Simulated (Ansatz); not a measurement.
## Electronic structure of C₂H₇Al₂Cl in real space

```tsv
atom	x (Å)	y (Å)	z (Å)
Al	-1.3691	0.9403	-0.9103
C	-0.8999	-0.9861	-1.0241
Al	0.1073	-1.3976	0.5603
C	1.2734	0.1391	1.1189
Cl	0.9711	1.5602	-0.0330
H	-1.3532	1.8708	-2.1979
H	-2.2331	1.3603	0.3660
H	-1.7831	-1.6378	-1.1460
H	-0.2714	-1.1070	-1.9284
H	0.1112	-2.6496	1.5338
H	1.0555	0.5382	2.1218
H	2.3593	-0.0324	1.0631
```

Level of theory: RKS B3LYP-D4/def2-SVP (Ansatz).

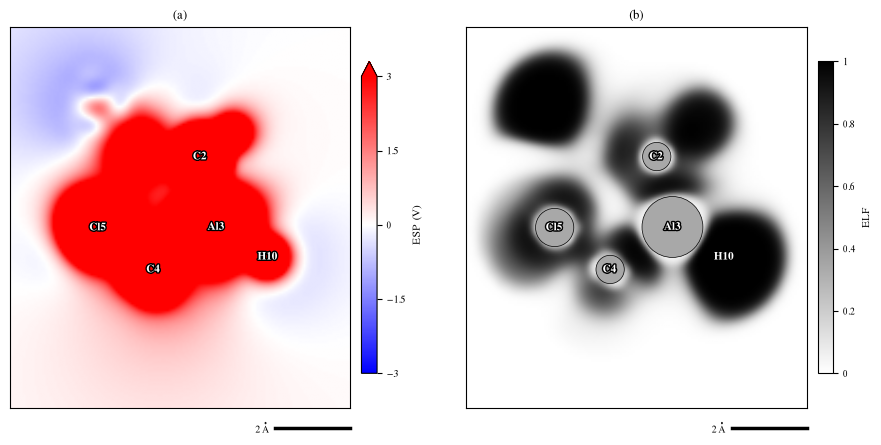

Figure 1. (a) molecular electrostatic potential; (b) electron localisation function on the plane of atoms C2, Al3 and C4. Grey discs cover the atomic cores in the ELF map.

Describe what can be read from this map.

Answer.
- Atoms in the plane: C, Al, Cl and H.
- C–Cl (1.85 Å): the ELF peaks at about 0.85 between the atoms: localised, covalent bonding.
- C–Al (1.92 Å): the ELF peaks at about 0.95 between the atoms (a shared but strongly polarised pair).
- C–Al (2.01 Å): the ELF peaks at about 1 between the atoms (a polar covalent bond).
- Al–H (1.59 Å): the ELF climbs to about 1 towards the hydrogen.
- The ELF also peaks beside Cl5, away from the bonds: lone-pair regions.
- Outside the dense part of the molecule the potential is most negative (−1.1 V) near H6, which lies off the plane.

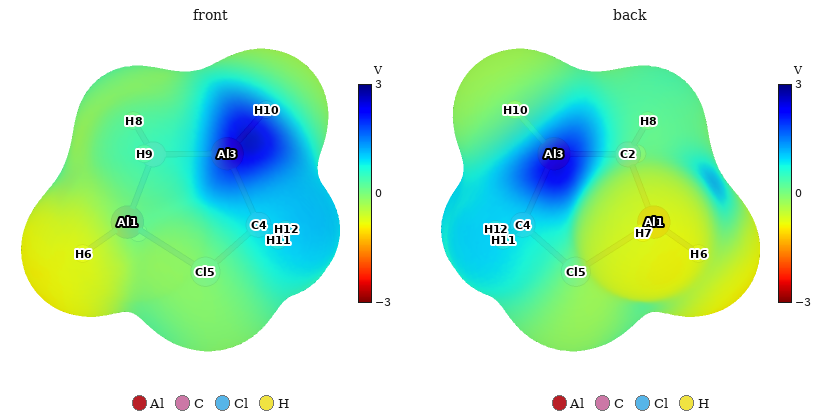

Figure 2. The electrostatic potential painted on the density surface at 0.001 e/bohr³, seen from the front and from behind; the colour scale runs from red (negative) to blue (positive).

Where is the surface potential most negative and most positive?

Answer. The most negative region (about −0.9 V, or −21 kcal/mol for a unit charge) lies over H6 and H7, the most positive (about +2.4 V, or +55 kcal/mol for a unit charge) over Al3.

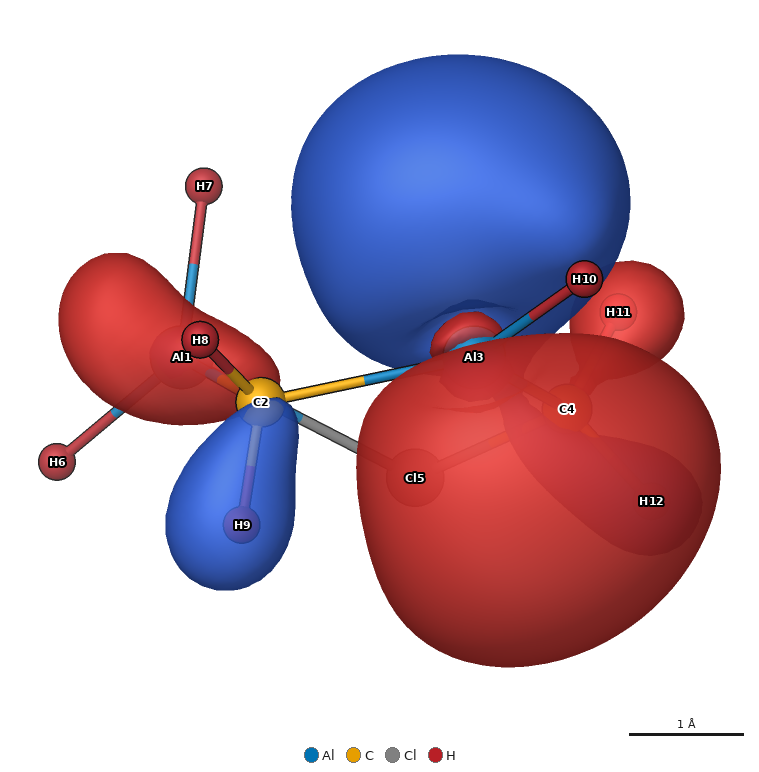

Figure 3. The LUMO at ±0.08 Å⁻³ᐟ² (blue and red are the two phases), seen from one side.

Describe this orbital and give its energy.

Answer. By Hirshfeld shares it lies mainly on Al3 (about 70 %). Its energy is −1.50 eV.

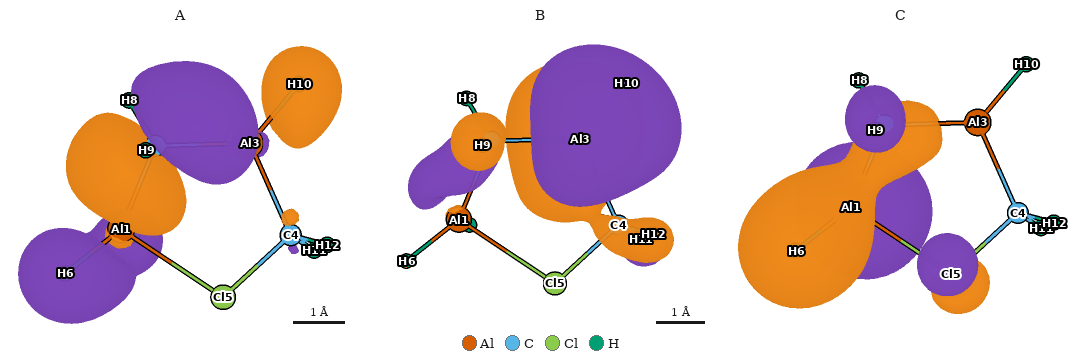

Figure 4. Three frontier orbitals at ±0.08 Å⁻³ᐟ² (orange and purple are the two phases), in no order.

Order the three orbitals by energy and name them.

Answer. C is the HOMO−1 (−7.45 eV). By Hirshfeld shares it lies mainly on H7 (about 35 %), Al1 (about 30 %) and H6 (about 20 %). A is the HOMO (−7.05 eV). By Hirshfeld shares it lies mainly on C2 (about 45 %), Al1 (about 20 %), Al3 (about 15 %) and H6 (about 10 %). B is the LUMO (−1.50 eV). It lies mainly on Al3 (about 70 %).

What is the HOMO–LUMO gap?

Answer. 5.55 eV between the orbital energies.
